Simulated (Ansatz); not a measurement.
Mg2Sn, pressure series

Start from Mg2Sn (space group Fm-3m, No. 225).

```
Mg2Sn
1.0
    0.00000     3.37289     3.37289
    3.37289     0.00000     3.37289
    3.37289     3.37289     0.00000
Mg Sn
2 1
Direct
  0.25000   0.25000   0.25000
  0.75000   0.75000   0.75000
  0.00000   0.00000   0.00000
```

Cell and atoms are relaxed at each pressure.

Level of theory: PBEsol (Ansatz, a quantum-chemistry and plane-wave program; PAW; 420 eV plane waves; no spin-orbit coupling).

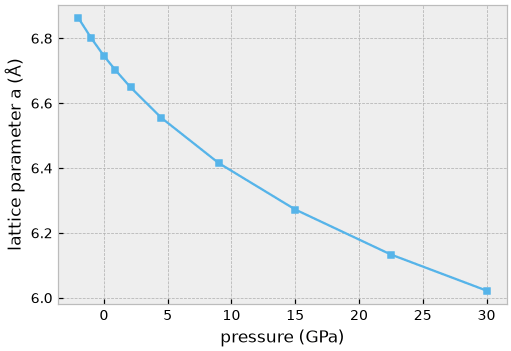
Fig. 1. Lattice parameter a against pressure

| pressure (GPa) | lattice parameter a |
|---|---|
| -2 | 686.2 pm |
| -1 | 680.1 pm |
| 0.9 | 670.2 pm |
| 2.1 | 664.9 pm |
| 4.5 | 655.5 pm |
| 9 | 641.5 pm |
| 15 | 627.2 pm |
| 22.5 | 613.4 pm |
| 30 | 602.2 pm |

Load acts through the strain it causes; cell and atoms are relaxed under it. Stability against distortions was not tested. Competing high-pressure phases were not computed.
